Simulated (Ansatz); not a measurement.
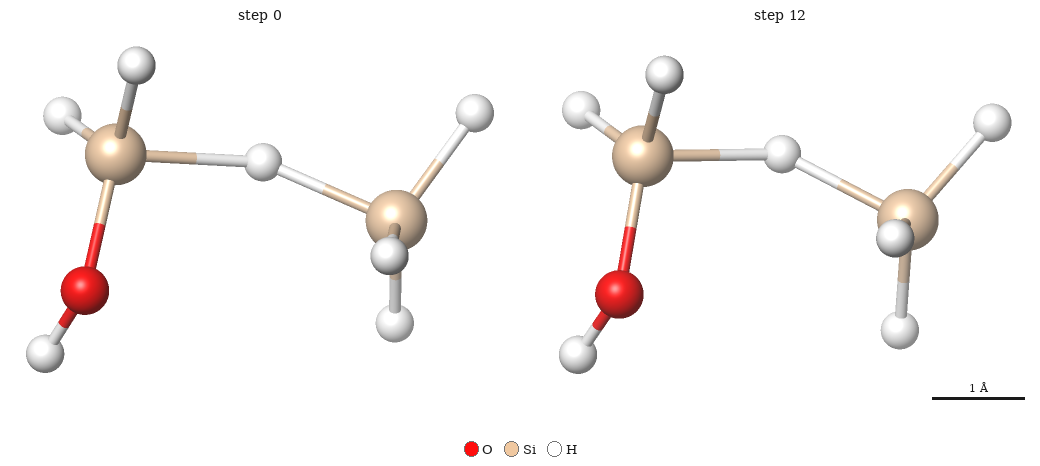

The structure of Si2H7O (charge +1) before (left) and after (right) a relaxation, at one scale.

The picture is a ball-and-stick view, seen face on.

It is one of the separated reactants of a reaction.

Computed with RKS PBE0-D4/def2-TZVP (Ansatz 0.2.0). Settings: force threshold 0.005 eV/Å; at most 200 steps.

### Describe what moved and what it gained.

The energy falls by 1.48 kcal/mol in 12 geometry steps. The largest force component goes from 0.81 to 0.0033 eV/Å. The largest move after the best rigid fit is that of an H atom, 0.25 Å. Largest moves by element: H 0.25 Å, O 0.20 Å, Si 0.10 Å. Some distances before and after: H–Si 1.713 → 1.675 Å, O–Si 1.632 → 1.598 Å, H–Si 1.492 → 1.473 Å, H–O 0.978 → 0.962 Å. Among the angles between lasting bonds that change: Si–H–Si 144.6° → 132.0°.
